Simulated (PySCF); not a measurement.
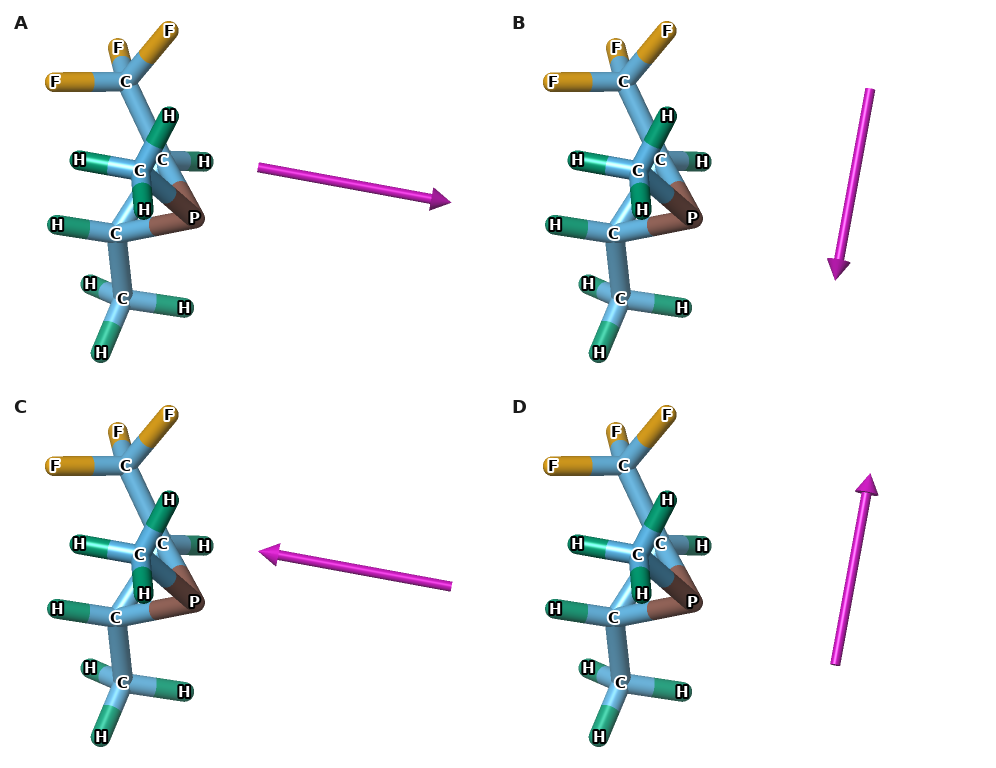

The same molecule four times, each with an arrow. The geometry was computed by an optimisation with GFN2-xTB. No frequency run is at hand to confirm it as a minimum. Method: PBE0/pcSseg-1, gas phase (PySCF 2.14.0).

Which arrow points along the dipole moment, from the negative to the positive end?

B. The dipole moment is 2.04 D.

The geometry is semi-empirical. Around P such bond lengths and angles can be off by a tenth of an ångström or more and by several degrees, and values that hang on the shape move with them.
